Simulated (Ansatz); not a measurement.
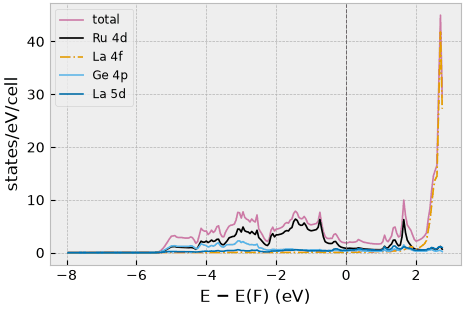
Figure. Total and projected density of states of LaGe2Ru2 in space group I4/mmm (No. 139; La on 2a, Ge on 4e, Ru on 4d), r²SCAN in the plane-wave PAW code Ansatz

Problem. Which orbitals carry the states next to the Fermi level?

Solution. Within 0.5 eV of the Fermi level: Ru 4d 49 %, La 5d 23 %, Ge 4p 16 %. Projections are on Löwdin-orthogonalised atomic valence shells; empty p or d shells of many metals are not among them.

Problem. Where is the tallest occupied peak in this window, and what makes it?

Solution. Near -1.4 eV, about 7.9 states/eV per cell; the largest projected share is Ru 4d.

The first step of the workflow began from a Materials Project structure, measured or hypothetical; the Crystallography Open Database copy checked does not list it. Its standing as an ambient phase is unchecked. Symmetry was held in the r²SCAN relaxation; its stability against distortions is not shown here. The run is not spin-polarised. Scalar-relativistic: spin–orbit coupling is off unless named, which matters more the heavier the elements.

Potentials: the later of the program's two PAW sets.
